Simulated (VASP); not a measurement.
Given:

```
CELL_PARAMETERS angstrom
      0.00000     3.66640     3.66640
      3.66640     0.00000     3.66640
      3.66640     3.66640     0.00000
ATOMIC_POSITIONS crystal
  K  0.25000 0.25000 0.25000
  K  0.75000 0.75000 0.75000
  S  0.00000 0.00000 0.00000
```

Method: PBE GGA with D3 dispersion (Becke-Johnson damping), VASP's PBE PAW potentials (set 64) (plane waves; VASP). Run with 520 eV cut-off, 6×6×6 Γ-centred mesh, tetrahedra with Blöchl corrections, potentials K_sv S.

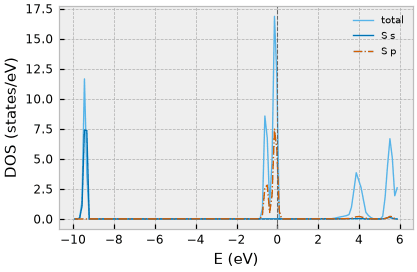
Total and projected density of states, zero at the valence-band maximum

Within 2 eV below the valence-band maximum the largest weight inside VASP's projection spheres is S p.

The gap is indirect, 2.46 eV, from the valence maximum at X to the conduction minimum at Γ.

The compound is K2S in the antifluorite structure. It was relaxed first.
